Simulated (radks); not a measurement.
Run report: Cu, atomic calculation

Atomic copper (Cu) in the configuration [Ar] 3d10 4s1 (high spin). Computed at this level: non-relativistic Kohn-Sham, LB94 model potential, spin-polarised, spherical densities, point nucleus (the in-house radial solver radks).

Input:
```
Z 29
configuration [Ar] 3d10 4s1 4p0 5s0 4d0 4f0
relativity non-relativistic
functional lda,pw
spin polarised
nucleus point
```

Energies in input and log are in hartree, lengths in bohr.

Output:
```
1s      1   1.0000        -324.22954372
2s      1   1.0000         -38.99607901
2p      1   3.0000         -34.31717283
3s      1   1.0000          -4.27731925
3p      1   3.0000          -2.82892380
3d      1   5.0000          -0.42420165
4s      1   1.0000          -0.32484283
4p      1   0.0000          -0.15592349
5s      1   0.0000          -0.08156307
4d      1   0.0000          -0.04651056
4f      1   0.0000          -0.02444376
1s      2   1.0000        -324.22749966
2s      2   1.0000         -38.99532099
2p      2   3.0000         -34.31656441
3s      2   1.0000          -4.27412473
3p      2   3.0000          -2.82703626
3d      2   5.0000          -0.42854051
4s      2   0.0000          -0.34131480
4p      2   0.0000          -0.16390333
5s      2   0.0000          -0.08070983
4d      2   0.0000          -0.04425079
4f      2   0.0000          -0.02245410
Etot None
Ekin 1647.4180850743953
Encl -3940.5223750161717
Eh 720.1314083813111
Exc None
err 1.3624419840657288e-09
it 17
```

Orbitals:

```csv
orbital,occupation,energy (eV),⟨r⟩ (bohr),outer maximum (bohr)
1s up,1,−8822.7,0.05279,0.0349
1s down,1,−8822.7,0.05279,0.0349
2s up,1,−1061.1,0.2379,0.200
2s down,1,−1061.1,0.2379,0.200
2p up,3,−933.818,0.2069,0.159
2p down,3,−933.801,0.2069,0.159
3s up,1,−116.392,0.7257,0.623
3s down,1,−116.305,0.7263,0.623
3p up,3,−76.979,0.7569,0.624
3p down,3,−76.928,0.7581,0.624
3d down,5,−11.661,1.006,0.598
3d up,5,−11.543,0.9941,0.597
4s down,0,−9.288,2.698,2.17
4s up,1,−8.839,2.757,2.19
4p down,0,−4.460,3.830,2.98
4p up,0,−4.243,3.999,3.12
5s up,0,−2.219,8.186,7.24
5s down,0,−2.196,8.023,7.07
4d up,0,−1.266,10.25,8.26
4d down,0,−1.204,10.13,8.05
4f up,0,−0.665,21.48,19.4
4f down,0,−0.611,22.16,20.1
```

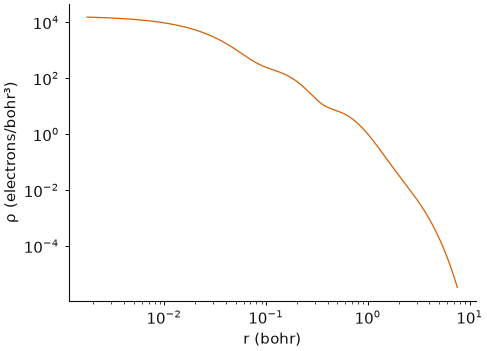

The electron density ρ(r) on a logarithmic scale. The density falls from 15000 electrons/bohr³ at the inner end (r = 0.0017 bohr) to 0.001 at r = 3.94 bohr, a common measure of the size of an atom or ion. The highest occupied orbital, 4s up (⟨r⟩ = 2.76 bohr, −8.84 eV), is also the most diffuse and sets the fall-off far out: over the last part drawn ln ρ falls by 1.6 per bohr, against 2√(−2ε) = 1.6 for the pure exponential. At the nucleus d ln ρ/dr is −58 per bohr, near the cusp value −2Z = −58. The steps in the slope mark the shells; the radial density has its minima at 0.079 and 0.38 bohr.

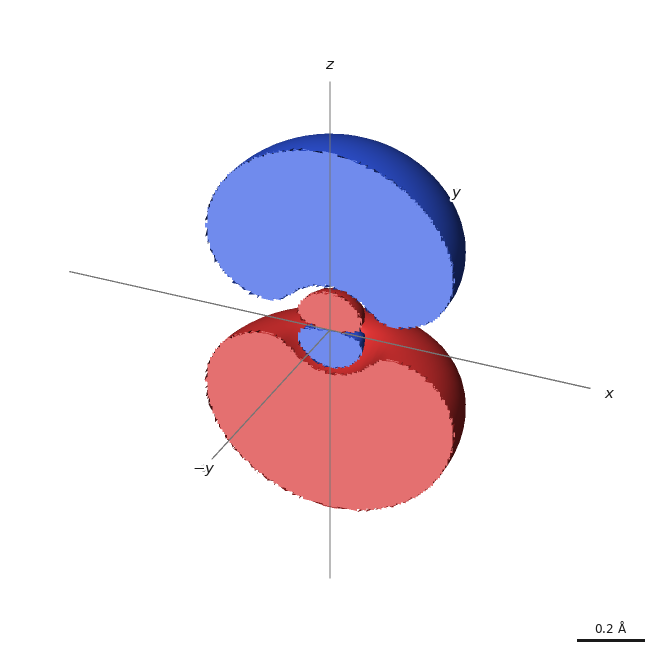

The 3p(z) orbital of down spin. The radial function comes from the spherical calculation and is multiplied by a real spherical harmonic; the overall sign is chosen so that the largest lobe of P(r) is positive. The surface of constant |ψ| that holds about 80 % of the electron is drawn, blue where ψ is positive and red where it is negative, with the half in front of the xz plane cut away and the cut face painted. It has the nodal plane xy and 1 radial node, at r = 0.260 bohr. The outermost maximum of P² lies at 0.624 bohr, ⟨r⟩ = 0.758 bohr, 90 % of the charge lies within 1.18 bohr, and the eigenvalue is −76.9 eV, with 3 electrons in the shell for this spin.

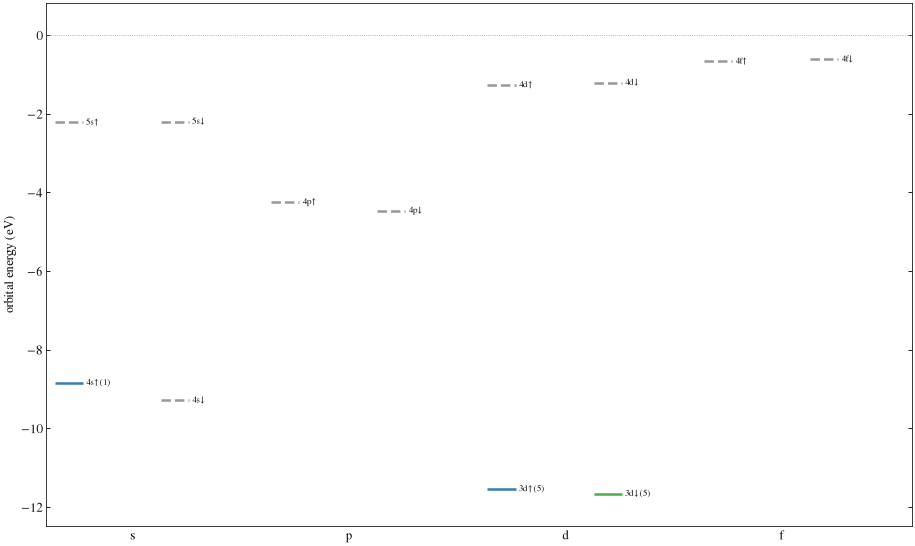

The outer levels are drawn by angular momentum (occupations in brackets, up spins at the left of each column and down spins at the right, empty levels dashed). The highest occupied level is 4s up at −8.84 eV. From the top down the occupied levels run 4s up (−8.84 eV), 3d up (−11.5 eV), 3d down (−11.7 eV). The lowest empty level drawn is 4s down at −9.29 eV. The largest exchange splitting (down less up) among the shells drawn in both spins is that of 4s, −0.448 eV. The order isn't aufbau: the empty 4s down level lies under the highest occupied one.

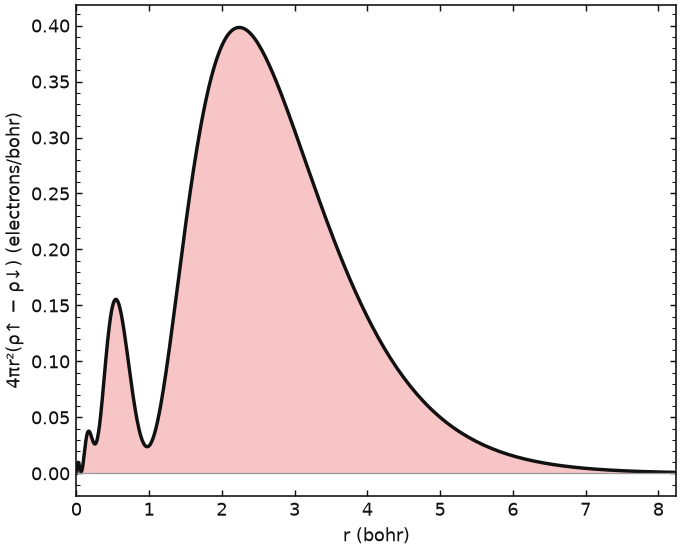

The radial spin density. The curve integrates to 1 unpaired electron, held by 4s (+1). Its largest value, 0.398 electrons/bohr, lies near r = 2.2 bohr. Regions of the opposite sign are negligible. At the nucleus the spin density is 6.28 bohr⁻³.

Results in brief:

| quantity | value |
| --- | --- |
| outcome | converged |
| kinetic energy | 1647.4181 hartree |
| electron–nucleus energy | −3940.5224 hartree |
| Hartree energy | 720.131408 hartree |
| radius at density 0.001 e/bohr³ | 3.94 bohr |
| SCF iterations | 17 |
| hardware | 1 CPU thread, shared host |
| wall time | 5.2 s |
